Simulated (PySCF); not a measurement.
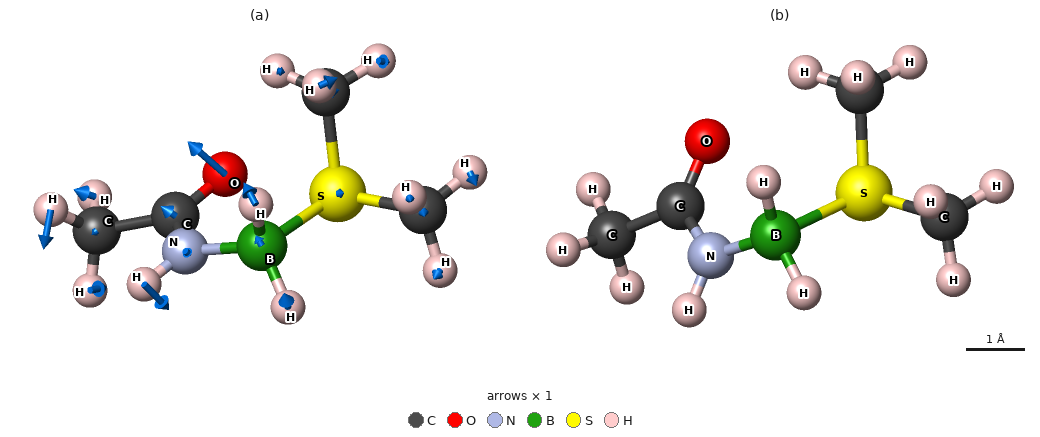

The structure of C4H12BNOS before (left) and after (right) a relaxation, at one scale. The blue arrows give the displacements, at their true length.

A ball-and-stick model, seen at a tilt.

The start comes from GFN2-xTB. Its atoms were then displaced at random by about 0.01 Å.

All numbers below come from PBE0-D3(BJ)/def2-SVP geometry optimisation, gas phase in PySCF. 

Q: Describe what moved and what it gained.

A: The atom that moves furthest after the best rigid fit is the O atom (0.98 Å). Largest moves by element: O 0.98 Å, H 0.78 Å, C 0.33 Å, B 0.21 Å, N 0.17 Å, S 0.13 Å. Among the contacts that change: O–S 2.376 → 3.002 Å, B–N 1.564 → 1.503 Å, B–H 1.173 → 1.221 Å, B–S 1.972 → 2.017 Å. Among the angles between lasting bonds that change: S–C–H 108.6° → 104.4°, N–B–H 112.7° → 116.8°, S–B–H 105.5° → 101.6°. Groups turn about B–N by about 45°. After 18 geometry steps the energy has fallen by 9.66 kcal/mol. The run took 13 min on 1 thread of Intel(R) Xeon(R) Processor @ 2.50GHz, on a shared host.
